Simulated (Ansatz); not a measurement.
# C₂H₇ClO₂SZr: inputs that go wrong

Aim: try 3 inputs for C₂H₇ClO₂SZr as typed, read how each ends, and find what has to change.

Computed with Ansatz 0.2.0, Gaussian basis. Level: the settings change from run to run.

## Step 1: The molecule

The structure was relaxed beforehand with PBE0-D4 in a triple-zeta def2 set. Zr takes a core potential in def2 sets; no spin-orbit term is included.

SMILES `C[O][Zr]([OH])([Cl])[S]C`, 14 atoms, charge 0, spin multiplicity 1.

Atoms are counted from 1 here; the program's logs count them from 0.

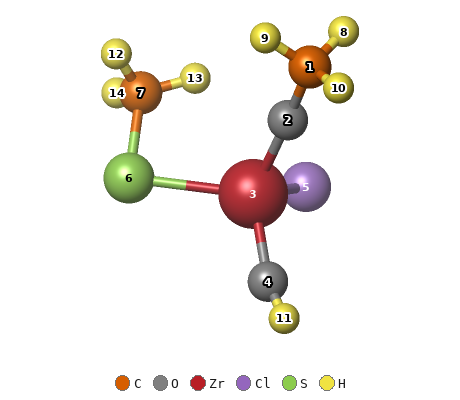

The geometry (carbon orange, oxygen grey, zirconium red, chlorine purple, sulfur green, hydrogen yellow); atoms are numbered from 1 in the order of the file.

## Step 2: Attempt 1

Input file in.yaml:

```yaml
crystal:
  periodic: [false, false, false]
  atoms:
    - {symbol: C, position_ang: [1.836860, -4.039412, -0.479899]}
    - {symbol: O, position_ang: [-0.065424, -2.228902, -0.182617]}
    - {symbol: Zr, position_ang: [-2.435492, 0.379519, 0.258934]}
    - {symbol: O, position_ang: [-5.187978, -0.689634, 2.289362]}
    - {symbol: Cl, position_ang: [-3.829199, 1.745857, -3.798167]}
    - {symbol: S, position_ang: [-0.313988, 3.929554, 2.527148]}
    - {symbol: C, position_ang: [2.005450, 4.062641, -0.191878]}
    - {symbol: H, position_ang: [2.302502, -4.462461, -2.314828]}
    - {symbol: H, position_ang: [3.477350, -3.632309, 0.572377]}
    - {symbol: H, position_ang: [1.170589, -5.826980, 0.314372]}
    - {symbol: H, position_ang: [-6.362320, -1.653781, 3.202032]}
    - {symbol: H, position_ang: [3.824392, 3.860250, 0.659129]}
    - {symbol: H, position_ang: [1.748937, 2.747998, -1.765667]}
    - {symbol: H, position_ang: [1.882041, 6.154856, -0.986033]}
basis:
  gaussian: {orbitals: cc-pVTZ-DK}
hamiltonian: {xc: {name: revPBE}, dispersion: d4}
accuracy: high
```

The run is started by

```sh
$ ansatz run in.yaml --threads 2 --pin off --events-out ev --progress --plain --max-ram 20480MiB --backend cuda --devices 0, --max-vram 18GiB
```

Standard output:

```text
Functional definition: revPBE
  name "revPBE"
  cite "Zhang & Yang, Phys. Rev. Lett. 80, 890 (1998) doi:10.1103/PhysRevLett.80.890"
  cite "Perdew, Burke & Ernzerhof, Phys. Rev. Lett. 77, 3865 (1996) doi:10.1103/PhysRevLett.77.3865"
  parameter kappa = 1.245
  parameter beta = 0.06672455060314922
  exchange = pbe_x(kappa = kappa, mu = beta*pi^2/3)
  correlation = pbe_c(beta = beta)
5630 factors; integrals over basis functions are off by at most 9.7e-8 eV
mean field evaluation 1: about -127515.7031 eV, gradient 1.3e2 eV
mean field evaluation 2: about -125989.5273 eV, gradient 5.2e2 eV
mean field evaluation 4: about -126694.4647 eV, gradient 3.6e2 eV
mean field evaluation 8: about -127572.2646 eV, gradient 3.6e1 eV
mean field evaluation 16: about -127578.2411 eV, gradient 1.1e0 eV
mean field evaluation 32: about -127578.2541 eV, gradient 3.6e-8 eV
mean field evaluation 64: about -127578.2500 eV, gradient 4.8e-1 eV
mean field evaluation 96: about -127577.1377 eV, gradient 1.9e1 eV
mean field evaluation 128: about -127575.4266 eV, gradient 1.7e1 eV
mean field evaluation 160: about -127578.2217 eV, gradient 1.5e0 eV
mean field evaluation 192: about -127578.2287 eV, gradient 7.1e-3 eV
mean field -127578.25411088 eV, -4688.4143629284 hartree, gradient 3.6e-8 eV, S^2 0.000000; 10 other end points of the search recorded, 0 dependent functions left out
reference -127578.25412306 eV, -4688.4143633757 hartree; 54, 54 occupied and 309, 309 virtual orbitals, 5630 factors
Total energy: -127578.81733324 eV, -4688.4350609685 hartree
Relativity: scalar
```

Wall time 32 s (1 × H100 (card shared with other runs) with 2 threads, shared host); peak host memory 1.6 GiB.

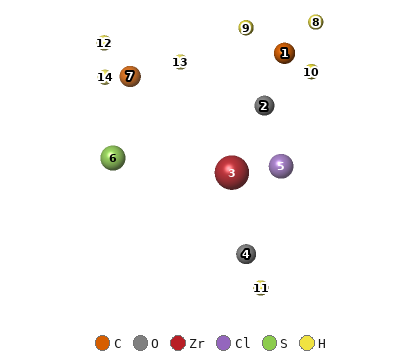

The geometry of this input.

Diagnosis: It ended without an error, which proves nothing about the input. The coordinates are in bohr but typed as ångström. The shortest distance is 1.77 Å (O4–H11), against 0.95 Å in the relaxed molecule. Its energy is no property of the relaxed molecule. To mend it, take the coordinates from the file in ångström.

## Step 3: Attempt 2

Input file in.yaml:

```yaml
crystal:
  periodic: [false, false, false]
  atoms:
    - {symbol: C, position_ang: [1.815569, -4.119096, -0.443878]}
    - {symbol: O, position_ang: [-0.004355, -2.231446, -0.261999]}
    - {symbol: Zr, position_ang: [-2.432802, 0.360049, 0.215241]}
    - {symbol: O, position_ang: [-5.175309, -0.713672, 2.282476]}
    - {symbol: Cl, position_ang: [-3.818440, 1.721929, -3.839889]}
    - {symbol: S, position_ang: [-0.353886, 3.821418, 2.397396]}
    - {symbol: C, position_ang: [1.981722, 4.128782, -0.123287]}
    - {symbol: H, position_ang: [2.304498, -4.447644, -2.426260]}
    - {symbol: H, position_ang: [3.526910, -3.567043, 0.578575]}
    - {symbol: H, position_ang: [1.107199, -5.887015, 0.362390]}
    - {symbol: H, position_ang: [-6.371290, -1.696318, 3.204181]}
    - {symbol: H, position_ang: [3.860065, 3.787724, 0.645783]}
    - {symbol: H, position_ang: [1.685419, 2.809634, -1.693252]}
    - {symbol: H, position_ang: [1.874699, 6.032678, -0.897476]}
basis:
  gaussian: {orbitals: cc-pVTZ-DK}
hamiltonian: {xc: {name: B2GP-PLYP}}
output: {forces: true}
```

The command is unchanged.

Standard output, shortened:

```text
Functional definition: B2GP-PLYP
  name "B2GP-PLYP"
  cite "Karton, Tarnopolsky, Lamère, Schatz & Martin, J. Phys. Chem. A 112, 12868 (2008) doi:10.1021/jp801805p"
  cite "Becke, Phys. Rev. A 38, 3098 (1988) doi:10.1103/PhysRevA.38.3098"
  cite "Lee, Yang & Parr, Phys. Rev. B 37, 785 (1988) doi:10.1103/PhysRevB.37.785"
[...]
2161 factors; integrals over basis functions are off by at most 8.3e-4 eV
[...]
mean field -127527.40575154 eV, -4686.5457201890 hartree, gradient 3.3e-7 eV, S^2 0.000000; 14 other end points of the search recorded, 0 dependent functions left out; unrestricted orbitals would lower it
28 core orbitals not correlated: weight in the atoms' cores, before any rotation towards them, 1.000 or more for the frozen orbitals, at most 0.000 for the correlated occupied ones
[...]
Atom 4 at    -3.818440     1.721929    -3.839889 Å, force     0.020913    -0.172586     0.467145 eV/Å
Atom 5 at    -0.353886     3.821418     2.397396 Å, force     0.228006    -0.370677    -0.892958 eV/Å
Atom 6 at     1.981722     4.128782    -0.123287 Å, force     1.515654    -0.128667    -1.362485 eV/Å
Atom 7 at     2.304498    -4.447644    -2.426260 Å, force    -0.793834     0.562729     3.056097 eV/Å
Atom 8 at     3.526910    -3.567043     0.578575 Å, force    -2.783802    -0.865585    -1.652992 eV/Å
Atom 9 at     1.107199    -5.887015     0.362390 Å, force     0.977915     2.672939    -1.180393 eV/Å
Atom 10 at    -6.371290    -1.696318     3.204181 Å, force     4.662586     2.742083    -3.480761 eV/Å
Atom 11 at     3.860065     3.787724     0.645783 Å, force    -3.069637     0.560151    -1.536353 eV/Å
Atom 12 at     1.685419     2.809634    -1.693252 Å, force     0.687087     2.305306     2.582861 eV/Å
Atom 13 at     1.874699     6.032678    -0.897476 Å, force     0.272494    -2.745156     0.963519 eV/Å
Dipole moment:    -1.630250    -2.058874     1.257871 e Å
```

Wall time 40 s (1 × H100 (card shared with other runs) with 2 threads, shared host); peak host memory 2 GiB.

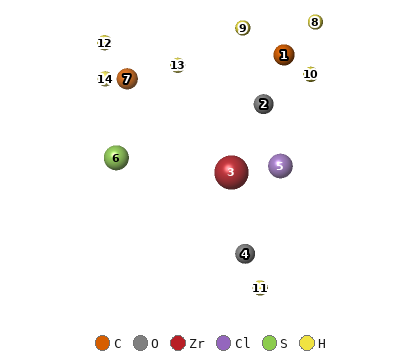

The geometry of this input.

What is wrong: It ended without an error, which proves nothing about the input. The coordinates are in bohr but typed as ångström. The shortest distance is 1.80 Å (O4–H11), against 0.95 Å in the relaxed molecule. Its energy is no property of the relaxed molecule. To mend it, take the coordinates from the file in ångström.

## Step 4: Attempt 3

Input file in.yaml:

```yaml
crystal:
  periodic: [false, false, false]
  atoms:
    - {symbol: C, position_ang: [0.960758, -2.179731, -0.234890]}
    - {symbol: O, position_ang: [-0.002304, -1.180830, -0.138644]}
    - {symbol: Zr, position_ang: [-1.287383, 0.190529, 0.113901]}
    - {symbol: O, position_ang: [-2.738655, -0.377659, 1.207834]}
    - {symbol: Cl, position_ang: [-2.020631, 0.911205, -2.031981]}
    - {symbol: S, position_ang: [-0.187268, 2.022206, 1.268647]}
    - {symbol: C, position_ang: [1.048682, 2.184857, -0.065241]}
    - {symbol: H, position_ang: [1.219487, -2.353591, -1.283921]}
    - {symbol: H, position_ang: [1.866360, -1.887597, 0.306168]}
    - {symbol: H, position_ang: [0.585904, -3.115273, 0.191769]}
    - {symbol: H, position_ang: [-3.371540, -0.897652, 1.695579]}
    - {symbol: H, position_ang: [2.042658, 2.004377, 0.341733]}
    - {symbol: H, position_ang: [0.891885, 1.486794, -0.896030]}
    - {symbol: H, position_ang: [0.992048, 3.192354, -0.474924]}
basis:
  gaussian: {orbitals: def2-TZVPP, final_grid: {core_spheres: 1, valence_spheres: 1, degree: 1}}
magnetization: {spin_polarized: true, initial_magnetization: 0}
hamiltonian: {xc: {name: r2SCAN}}
scf: {lower_state_search: off}
output: {forces: true}
```

The command is unchanged.

Standard output, shortened:

```text
Functional definition: r2SCAN
  name "r2SCAN"
  cite "Furness, Kaplan, Ning, Perdew & Sun, J. Phys. Chem. Lett. 11, 8208 (2020) doi:10.1021/acs.jpclett.0c02405"
  cite "Furness, Kaplan, Ning, Perdew & Sun, J. Phys. Chem. Lett. 11, 9248 (2020) doi:10.1021/acs.jpclett.0c03077"
  parent r2scan
[...]
1965 factors; their error is unknown
[...]
a density is far from that of the atoms, so the factors are made again for it
3451 factors; integrals over basis functions are off by at most 1.5e-4 eV
[...]
mean field -31881.04413277 eV, -1171.6067621314 hartree, gradient 5.4e-6 eV, S^2 7.724912; 0 other end points of the search recorded, 0 dependent functions left out
[...]
reference -31881.04429832 eV, -1171.6067682153 hartree; 40, 40 occupied and 322, 322 virtual orbitals, 3451 factors
Total energy: -31881.04429832 eV, -1171.6067682153 hartree
[...]
Atom 6 at     1.048682     2.184857    -0.065241 Å, force  -129.148420    -8.291023    49.600254 eV/Å
Atom 7 at     1.219487    -2.353591    -1.283921 Å, force    59.949875     9.226620    28.799766 eV/Å
Atom 8 at     1.866360    -1.887597     0.306168 Å, force    37.108601    10.272507   -28.002649 eV/Å
Atom 9 at     0.585904    -3.115273     0.191769 Å, force   -22.104838   117.243347   -53.217736 eV/Å
Atom 10 at    -3.371540    -0.897652     1.695579 Å, force     7.370891     8.787887    -4.697789 eV/Å
Atom 11 at     2.042658     2.004377     0.341733 Å, force   -10.033397    -0.515712     2.469249 eV/Å
Atom 12 at     0.891885     1.486794    -0.896030 Å, force   -13.517062    -9.861851    -5.305328 eV/Å
Atom 13 at     0.992048     3.192354    -0.474924 Å, force    -2.735697     0.875246    -0.431565 eV/Å
Dipole moment:     6.624724    -2.037402     2.022254 e Å
Checks for a lower state left out: stability, starts, cluster_reference, orbital_swaps, neighbouring_geometries, increment
```

Wall time 29 s (1 × H100 (card shared with other runs) with 2 threads, shared host); peak host memory 1.1 GiB.

Diagnosis: It ended without an error, which proves nothing about the input. The integration grid is far too coarse. Its energy carries the error of the grid. To mend it, drop final_grid and take the default grid.

## Step 5: How the tries ended

```
attempt                 level      ended                                              cause  time
      1     revPBE/cc-pVTZ-DK  converged  the coordinates are in bohr but typed as ångström  32 s
      2  B2GP-PLYP/cc-pVTZ-DK  converged  the coordinates are in bohr but typed as ångström  40 s
      3     r2SCAN/def2-TZVPP  converged             the integration grid is far too coarse  29 s
```

3 converged. The dangerous case is the input that converges on a wrong geometry, charge, spin, basis or grid: often only a look at the input shows it.
